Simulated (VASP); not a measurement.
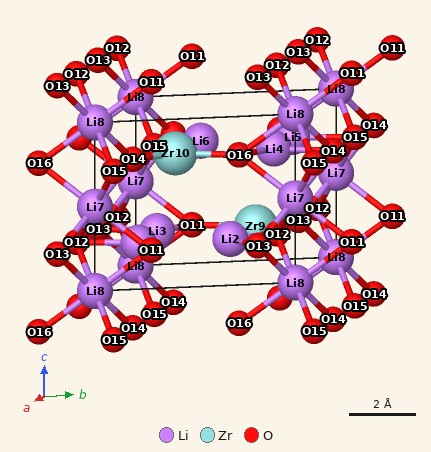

This is the input geometry for a relaxation of crystalline Li$_{4}$ZrO$_{3}$ (a generated structure, set up in P6_3/mmc). Style: ball-and-stick. Shown: the cell of the calculation, slightly off an axis.

The run lets cell and atoms move.

Level of theory: Kohn-Sham DFT of a periodic cell, PBE, VASP PAW PBE potentials, recommended (VASP).

Input file:
```
PREC = Accurate
ENCUT = 520
EDIFF = 1E-6
ISMEAR = 0
SIGMA = 0.03
LREAL = F
LASPH = T
NELM = 120
ALGO = Normal
ISIF = 3
LWAVE = F
LCHARG = F
GGA = PE
IBRION = 2
NSW = 90
EDIFFG = -0.01
KPAR = 4
```

Command:
```bash
cat potpaw_PBE.64/Li_sv/POTCAR potpaw_PBE.64/Zr_sv/POTCAR potpaw_PBE.64/O/POTCAR > POTCAR
mpirun -np 4 vasp_std > vasp.out
```

The structure:
```
Li Zr O
1.0
     6.48767    0.00000    0.00000
    -3.24383    5.61848    0.00000
     0.00000    0.00000    5.19800
Li Zr O
8 2 6
Direct
  0.81935 0.18065 0.25000
  0.81935 0.63870 0.25000
  0.36130 0.18065 0.25000
  0.63870 0.81935 0.75000
  0.18065 0.81935 0.75000
  0.18065 0.36130 0.75000
  0.00000 0.00000 0.50000
  0.00000 0.00000 0.00000
  0.33333 0.66667 0.25000
  0.66667 0.33333 0.75000
  0.15633 0.31266 0.25000
  0.68734 0.84367 0.25000
  0.15633 0.84367 0.25000
  0.84367 0.15633 0.75000
  0.31266 0.15633 0.75000
  0.84367 0.68734 0.75000
```

### Where does the relaxation end?

After 8 geometry steps the energy has fallen by 11.4 meV per cell of the calculation. The largest force component goes from 0.053 to 0.0071 eV/Å. The pressure goes from 0.52 to 0.04 GPa. The largest moves relative to the cell, 0.010 Å, are those of Li1, Li2, Li3, Li4, Li5 and Li6. Li1 goes along [−1 1 0]. O and Zr stay in place. Cell: a = b 6.488 → 6.481 Å (−0.1 %), c 5.198 → 5.294 Å (+1.8 %). Volume +1.6 %. Among the contacts that change: Li1–Li7 2.410 → 2.430 Å, Li7–O11 2.185 → 2.198 Å, Li1–O11 1.908 → 1.912 Å. The space group stays P6_3/mmc (No. 194).

History of the run:

| step | E − E(0), meV/atom | largest force component, eV/Å | pressure, GPa | volume, Å³/atom |
| --- | --- | --- | --- | --- |
| 0 | 0.00 | 0.0528 | 0.52 | 11.842 |
| 1 | -0.31 | 0.0314 | 0.22 | 11.907 |
| 2 | -0.44 | 0.0161 | 0.02 | 11.958 |
| 3 | -0.40 | 0.0726 | -0.38 | 12.061 |
| 4 | -0.47 | 0.0374 | -0.12 | 11.996 |
| 5 | -0.60 | 0.0437 | 0.00 | 12.003 |
| 6 | -0.69 | 0.0565 | 0.22 | 12.018 |
| 7 | -0.66 | 0.0821 | -0.22 | 12.061 |
| 8 | -0.71 | 0.0071 | 0.04 | 12.035 |

After the run, drawn alike:

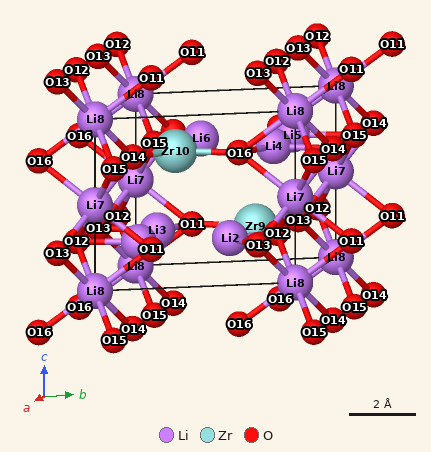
